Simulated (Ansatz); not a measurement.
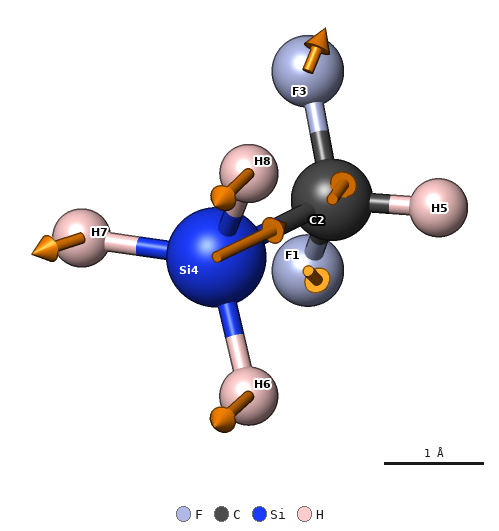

A relaxation of CH4F2Si. The starting structure is drawn; orange arrows show the displacements, 30 times their true length. The two geometries are superimposed by the best rigid fit.

Style: ball-and-stick. Shown from a free direction.

The calculation used RKS PBE0-D4/def2-TZVP (Ansatz 0.2.0).

Input
```yaml
crystal:
  periodic: [false, false, false]
  atoms:
    - {symbol: F, position_ang: [0.911700, -0.781300, 1.460600]}
    - {symbol: C, position_ang: [0.868610, 0.015680, 0.354800]}
    - {symbol: F, position_ang: [1.729080, -0.542070, -0.543400]}
    - {symbol: Si, position_ang: [-0.927590, 0.068650, -0.369480]}
    - {symbol: H, position_ang: [1.301310, 0.983260, 0.647080]}
    - {symbol: H, position_ang: [-1.753500, 0.646090, 0.687280]}
    - {symbol: H, position_ang: [-1.286700, -1.309040, -0.682870]}
    - {symbol: H, position_ang: [-0.842910, 0.918720, -1.554020]}
basis:
  gaussian: {orbitals: def2-TZVP}
hamiltonian: {xc: pbe0, dispersion: d4}
relax: {f_tol: 0.005, max_steps: 200}
```

Launched with:
```bash
ansatz run in.yaml --threads 2 --pin off --events-out ev --progress --plain --max-ram 4352MiB
```

Question: What did the optimiser do to the structure, and how much energy did it gain?

Answer: The energy falls by 0.038 eV in 4 geometry steps. Largest force component: 0.98 eV/Å at the start, 0.0035 eV/Å at the end. The largest move after the best rigid fit is that of Si4, 0.039 Å. Largest moves by element: Si 0.039 Å, H 0.033 Å, C 0.023 Å, F 0.017 Å. Some distances before and after: Si4–H6 1.460 → 1.484 Å, C2–Si4 1.937 → 1.920 Å. Bond angles that change, for instance: H6–Si4–H8 112.9° → 110.2°, C2–Si4–H6 105.3° → 108.1°. The run took 15 s on 2 threads of Arm Neoverse V2, on a shared host.
